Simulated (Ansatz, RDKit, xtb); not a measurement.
# Isomers of C4H7F, a sample narrowed down, part 2 of 2

A sample of isomers of C4H7F is drawn. Aim: find which of them has the lowest free energy at 298.15 K, then its properties. The sample is small against all isomers, and the most stable one of this formula need not be in it.

xtb, Ansatz and PySCF; isolated molecules. Earlier steps stand in the parts before.

### Step 7. Are they minima? Harmonic frequencies

The lowest few go on as finalists. Harmonic vibrations at PBE-D3(BJ)/def2-SVP test each finalist and give the zero-point energy and the thermal terms. The first, c785a:

input.yaml reads:

```yaml
crystal:
  periodic: [false, false, false]
  atoms:
    - symbol: C
      position_ang: [1.699106, -1.121928, 0.054741]
    - symbol: C
      position_ang: [0.351528, -1.334186, 0.690240]
    - symbol: C
      position_ang: [-0.800404, -0.393217, 0.481628]
    - symbol: C
      position_ang: [-0.136614, -0.512979, 1.849216]
    - symbol: F
      position_ang: [0.019448, -2.677679, 0.733773]
    - symbol: H
      position_ang: [2.486618, -1.651554, 0.628584]
    - symbol: H
      position_ang: [1.703891, -1.510439, -0.984008]
    - symbol: H
      position_ang: [1.954491, -0.045215, 0.025024]
    - symbol: H
      position_ang: [-1.792388, -0.855608, 0.364761]
    - symbol: H
      position_ang: [-0.638520, 0.518136, -0.115558]
    - symbol: H
      position_ang: [0.492587, 0.314049, 2.214640]
    - symbol: H
      position_ang: [-0.692971, -1.053938, 2.629812]
basis:
  gaussian:
    orbitals: def2-SVP
magnetization:
  spin_polarized: false
hamiltonian:
  xc: pbe
  dispersion: d3bj
scf:
  lower_state_search: "off"
phonons: {}
```

The run is started by

```bash
$ ansatz run input.yaml --threads 2 --pin off --max-ram 5220MiB --events-out events.jsonl --progress --plain --runs-dir runs
```

Output, cut to the lines that bear on the results:

```text
Warning: RAYON_NUM_THREADS=2 ignored (pool sized by the plan → 2); use --threads N
Functional definition: PBE
  name "PBE"
[...]
1186 factors; their error is unknown
[...]
mean field -6964.66359175 eV, -255.9466661782 hartree, gradient 4.4e-6 eV, S^2 0.000000; 0 other end points of the search recorded, 0 dependent functions left out
[...]
reference -6964.66362247 eV, -255.9466673073 hartree; 20, 20 occupied and 85, 85 virtual orbitals, 1186 factors
[...]
1186 factors; their error is unknown
mean field -6964.66346819 eV, -255.9466616377 hartree, gradient 2.2e-6 eV, S^2 0.000000; 0 other end points of the search recorded, 0 dependent functions left out
[...]
reference -6964.66349893 eV, -255.9466627671 hartree; 20, 20 occupied and 85, 85 virtual orbitals, 1186 factors
[...]
1186 factors; their error is unknown
[...]
Atom 6 at     1.703891    -1.510439    -0.984008 Å, force    -0.000023     0.000107     0.000009 eV/Å
Atom 7 at     1.954491    -0.045215     0.025024 Å, force     0.000125     0.000108    -0.000130 eV/Å
Atom 8 at    -1.792388    -0.855608     0.364761 Å, force     0.000087    -0.000155     0.000129 eV/Å
Atom 9 at    -0.638520     0.518136    -0.115558 Å, force     0.000137    -0.000063     0.000072 eV/Å
Atom 10 at     0.492587     0.314049     2.214640 Å, force    -0.000127     0.000015    -0.000046 eV/Å
Atom 11 at    -0.692971    -1.053938     2.629812 Å, force    -0.000132    -0.000093    -0.000327 eV/Å
Dipole moment:     0.095004     0.297433    -0.020064 e Å
Vibrations: 221.83 300.40 331.94 390.17 445.18 695.68 742.47 819.49 893.17 906.56 923.33 983.83 1016.06 1030.28 1087.40 1132.84 1254.85 1303.83 1364.86 1364.94 1397.59 1414.51 1457.61 2976.55 3063.24 3064.33 3066.46 3082.98 3160.24 3170.04 cm⁻¹, zero-point energy 2.669545 eV
Checks for a lower state left out: stability, starts, cluster_reference, orbital_swaps, neighbouring_geometries, increment
```

Wall time 3.1 min (2 threads of AMD EPYC (Zen 3), shared host); peak memory 0.14 GiB.

### Step 8. Zero-point energy and free-energy terms

At 298.15 K and 1 atm, ideal gas, rigid rotor and harmonic oscillator:

| label | SMILES | spin | point group | lowest mode (cm⁻¹) | zero-point (kcal/mol) | G − E (kcal/mol) |
| --- | --- | --- | --- | --- | --- | --- |
| c785a | CC1(F)CC1 | singlet | Cs | 222 | 61.6 | 44.0 |
| c050a | C[C@@H]1C[C@@H]1F | singlet | C1 | 180 | 61.9 | 43.8 |
| c689a | C[C@@H]1C[C@H]1F | singlet | C1 | 196 | 61.8 | 43.7 |

Chiral structures get −RT ln 2 for their mirror image.

### Step 9. Energies at the top level

Single points at CCSD(T)/def2-SVP + MP2/def2-TZVPP - MP2/def2-SVP on the refined geometries decide the order.

c785a, CCSD(T)/def2-SVP:

input.yaml reads:

```yaml
crystal:
  periodic: [false, false, false]
  atoms:
    - {symbol: C, position_ang: [1.699106, -1.121928, 0.054741]}
    - {symbol: C, position_ang: [0.351528, -1.334186, 0.690240]}
    - {symbol: C, position_ang: [-0.800404, -0.393217, 0.481628]}
    - {symbol: C, position_ang: [-0.136614, -0.512979, 1.849216]}
    - {symbol: F, position_ang: [0.019448, -2.677679, 0.733773]}
    - {symbol: H, position_ang: [2.486618, -1.651554, 0.628584]}
    - {symbol: H, position_ang: [1.703891, -1.510439, -0.984008]}
    - {symbol: H, position_ang: [1.954491, -0.045215, 0.025024]}
    - {symbol: H, position_ang: [-1.792388, -0.855608, 0.364761]}
    - {symbol: H, position_ang: [-0.638520, 0.518136, -0.115558]}
    - {symbol: H, position_ang: [0.492587, 0.314049, 2.214640]}
    - {symbol: H, position_ang: [-0.692971, -1.053938, 2.629812]}
basis:
  gaussian:
    orbitals: def2-SVP
correlation:
  method: ccsd_t
  frozen_orbitals: {C: 1, F: 1, H: 0}
```

The run is started by

```bash
$ ansatz run input.yaml --threads 2 --pin off --max-ram 5220MiB --events-out events.jsonl --progress --plain --runs-dir runs
```

Output, cut to the lines that bear on the results:

```text
Warning: RAYON_NUM_THREADS=2 ignored (pool sized by the plan → 2); use --threads N
Functional definition: HF
  name "HF"
[...]
1078 factors; integrals over basis functions are off by at most 1.1e-3 eV
[...]
mean field -6932.27645317 eV, -254.7564607884 hartree, gradient 1.4e-6 eV, S^2 0.000000; 0 other end points of the search recorded, 0 dependent functions left out
5 core orbitals not correlated: weight in the atoms' cores, before any rotation towards them, 1.000 or more for the frozen orbitals, at most 0.000 for the correlated occupied ones
reference -6932.27645317 eV, -254.7564607884 hartree; 15, 15 occupied and 85, 85 virtual orbitals, 1078 factors
second order -20.19885528 eV of doubles, -0.00000000 eV of singles
cycle   1  -20.93095312 eV  change   -7.3e-1 eV  update   9.0e-2
[...]
cycle   8  -21.52359171 eV  change    1.6e-5 eV  update   2.2e-5
perturbative correction -0.61223134 eV, -0.0224990869 hartree
Total energy: -6954.41227623 eV, -255.5699372815 hartree
```

Run time: 18 s. Hardware: 2 threads of AMD EPYC (Zen 3), shared host; peak memory 0.53 GiB.

### Step 10. c785a at MP2/def2-TZVPP

Edit input.yaml of step 9 so:

```diff
@@ -16,6 +16,3 @@
 basis:
-  gaussian:
-    orbitals: def2-SVP
-correlation:
-  method: ccsd_t
-  frozen_orbitals: {C: 1, F: 1, H: 0}
+  gaussian: {orbitals: def2-TZVPP}
+correlation: {method: mp2, frozen_orbitals: {C: 1, F: 1, H: 0}}
```

The run is started by

```bash
$ ansatz run input.yaml --threads 2 --pin off --max-ram 5220MiB --events-out events.jsonl --progress --plain --runs-dir runs
```

Output:

```text
Warning: RAYON_NUM_THREADS=2 ignored (pool sized by the plan → 2); use --threads N
Functional definition: HF
  name "HF"
  exchange = exact_x
  correlation = 0
1505 factors; integrals over basis functions are off by at most 1.1e-3 eV
mean field evaluation 1: about -6936.6233 eV, gradient 3.6e1 eV
mean field evaluation 2: about -6936.8426 eV, gradient 3.6e1 eV
mean field evaluation 4: about -6940.2081 eV, gradient 3.7e0 eV
mean field evaluation 8: about -6940.2524 eV, gradient 2.3e-1 eV
mean field -6940.25254594 eV, -255.0495767912 hartree, gradient 2.3e-6 eV, S^2 0.000000; 0 other end points of the search recorded, 0 dependent functions left out
5 core orbitals not correlated: weight in the atoms' cores, before any rotation towards them, 1.000 or more for the frozen orbitals, at most 0.000 for the correlated occupied ones
reference -6940.25254594 eV, -255.0495767912 hartree; 15, 15 occupied and 233, 233 virtual orbitals, 1505 factors
second order -25.24463211 eV of doubles, -0.00000000 eV of singles
Total energy: -6965.49717805 eV, -255.9772999097 hartree
```

Wall time 13 s (2 threads of AMD EPYC (Zen 3), shared host); peak memory 0.65 GiB.

### Step 11. c050a at CCSD(T)/def2-SVP

input.yaml reads:

```yaml
crystal:
  periodic: [false, false, false]
  atoms:
    - symbol: C
      position_ang: [0.308680, -2.221817, 0.125281]
    - symbol: C
      position_ang: [0.856563, -1.093237, 0.970094]
    - symbol: C
      position_ang: [-0.091431, -0.122637, 1.666926]
    - symbol: C
      position_ang: [0.727458, 0.328825, 0.493619]
    - symbol: F
      position_ang: [0.075104, 0.552089, -0.695666]
    - symbol: H
      position_ang: [0.004394, -3.083581, 0.753712]
    - symbol: H
      position_ang: [-0.573739, -1.889210, -0.455181]
    - symbol: H
      position_ang: [1.066805, -2.580962, -0.600761]
    - symbol: H
      position_ang: [1.792758, -1.323809, 1.508008]
    - symbol: H
      position_ang: [0.152566, 0.258234, 2.670950]
    - symbol: H
      position_ang: [-1.167249, -0.263558, 1.474222]
    - symbol: H
      position_ang: [1.561005, 1.039040, 0.635634]
basis:
  gaussian: {orbitals: def2-SVP}
correlation: {method: ccsd_t, frozen_orbitals: {C: 1, F: 1, H: 0}}
```

The run is started by

```bash
$ ansatz run input.yaml --threads 2 --pin off --max-ram 5220MiB --events-out events.jsonl --progress --plain --runs-dir runs
```

Output, cut to the lines that bear on the results:

```text
Warning: RAYON_NUM_THREADS=2 ignored (pool sized by the plan → 2); use --threads N
Functional definition: HF
  name "HF"
[...]
1078 factors; integrals over basis functions are off by at most 1.2e-3 eV
[...]
mean field -6932.14606931 eV, -254.7516692698 hartree, gradient 2.3e-6 eV, S^2 0.000000; 0 other end points of the search recorded, 0 dependent functions left out
5 core orbitals not correlated: weight in the atoms' cores, before any rotation towards them, 1.000 or more for the frozen orbitals, at most 0.000 for the correlated occupied ones
reference -6932.14606931 eV, -254.7516692698 hartree; 15, 15 occupied and 85, 85 virtual orbitals, 1078 factors
second order -20.18930311 eV of doubles, -0.00000000 eV of singles
cycle   1  -20.92578543 eV  change   -7.4e-1 eV  update   9.0e-2
[...]
cycle   8  -21.51956011 eV  change    2.2e-5 eV  update   2.4e-5
perturbative correction -0.60970168 eV, -0.0224061234 hartree
Total energy: -6954.27533110 eV, -255.5649046409 hartree
```

It took 20 s on 2 threads of AMD EPYC (Zen 3), shared host; peak memory 0.54 GiB.

### Step 12. Putting it together

Energies in kcal/mol from c785a; G adds the thermal terms to the CCSD(T)/def2-SVP + MP2/def2-TZVPP - MP2/def2-SVP energy. The columns left of the relaxed level are at the tight-binding geometries.

| label | SMILES | spin | GFN2-xTB | HF/STO-3G | r2SCAN-D4/def2-SVP | PBE-D3(BJ)/def2-SVP | HF/def2-SVP | MP2/def2-SVP | CCSD(T)/def2-SVP + MP2/def2-TZVPP - MP2/def2-SVP | G | share at equilibrium | T1 |
| --- | --- | --- | --- | --- | --- | --- | --- | --- | --- | --- | --- | --- |
| c785a | CC1(F)CC1 | singlet | 0.0 | 0.0 | 0.0 | 0.0 | 0.0 | 0.0 | 0.0 | 0.0 | 99.1 % | 0.009 |
| c689a | C[C@@H]1C[C@H]1F | singlet | 1.1 | 1.7 | 3.7 | 2.9 | 2.9 | 3.3 | 3.4 | 3.0 | 0.6 % | 0.009 |
| c050a | C[C@@H]1C[C@@H]1F | singlet | 1.9 | 1.9 | 3.3 | 2.9 | 3.0 | 3.2 | 3.7 | 3.5 | 0.3 % | 0.009 |

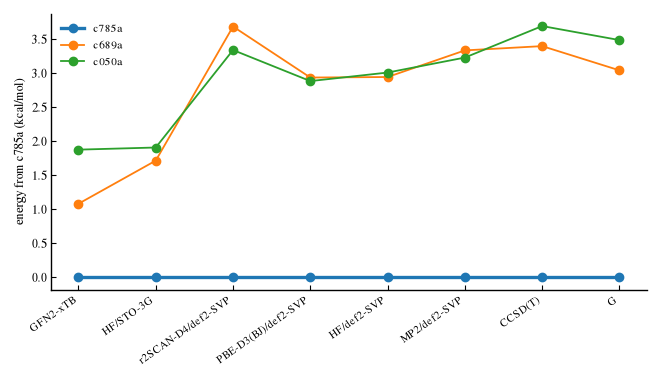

The finalists at each level, measured from c785a.

Lowest found: c785a, `CC1(F)CC1`, a singlet of point group Cs. Bond lengths: C1–C2 1.505 Å, C2–C3 1.502 Å, C2–C4 1.502 Å, C3–C4 1.525 Å, C2–F5 1.385 Å, C1–H6 1.109 Å, C1–H7 1.109 Å, C1–H8 1.107 Å, C3–H9 1.101 Å, C3–H10 1.102 Å, C4–H11 1.102 Å, C4–H12 1.101 Å. Some angles: C1–C2–C3 122.7°, C1–C2–C4 122.7°, C1–C2–F5 111.4°, C3–C2–C4 61.0°, C3–C2–F5 115.4°, C4–C2–F5 115.4°, C2–C3–C4 59.5°, C2–C4–C3 59.5°, C2–C1–H6 110.5°, C2–C1–H7 110.5°.

```xyz
12

C     1.6991   -1.1219    0.0547
C     0.3515   -1.3342    0.6902
C    -0.8004   -0.3932    0.4816
C    -0.1366   -0.5130    1.8492
F     0.0194   -2.6777    0.7338
H     2.4866   -1.6516    0.6286
H     1.7039   -1.5104   -0.9840
H     1.9545   -0.0452    0.0250
H    -1.7924   -0.8556    0.3648
H    -0.6385    0.5181   -0.1156
H     0.4926    0.3140    2.2146
H    -0.6930   -1.0539    2.6298
```

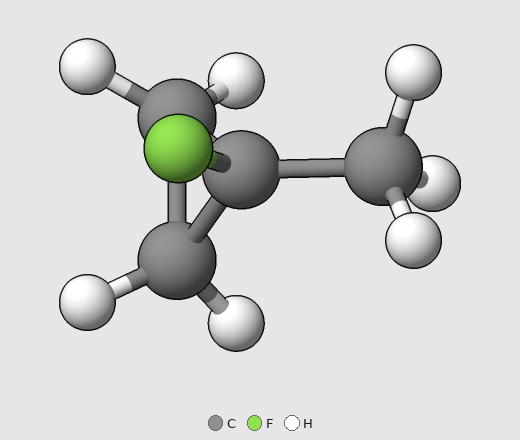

The lowest structure found, seen from a chosen angle (carbon grey, fluorine green, hydrogen white).

### Step 13. Summary of results

The summary covers parts 1 to 2.

| quantity | value |
| --- | --- |
| lowest structure found | CC1(F)CC1, singlet, Cs |
| next finalist | C[C@@H]1C[C@H]1F, singlet, 3.0 kcal/mol higher in G |
| share at equilibrium, among the finalists | 99.1 % |
| funnel | 3 starts, 3 minima at GFN2-xTB from these starts (5 with those found later), 5 screening runs, 3 relaxed, 3 ranked |
| CPU time of all runs | 22 min |
| harmonic wavenumbers, lowest and highest (PBE-D3(BJ)/def2-SVP) | 222 and 3170 cm⁻¹ |
| rotational constants, same geometry | 0.2204, 0.175, 0.1313 cm⁻¹ |

In words: `CC1(F)CC1` comes out lowest. Among the finalists first place is clear (3.0 kcal/mol); structures outside the list aren't covered. GFN2-xTB, HF/STO-3G, r2SCAN-D4/def2-SVP, PBE-D3(BJ)/def2-SVP, HF/def2-SVP and MP2/def2-SVP already put its bonding pattern lowest among the structures in one piece. The largest share of the time went into the vibrations (74 % of the CPU time that the search's summary counts). The search is not exhaustive (a finite list of starts, one conformer a finalist), so a lower isomer can't be ruled out. Patterns outside the rules of the enumeration were met only by chance.
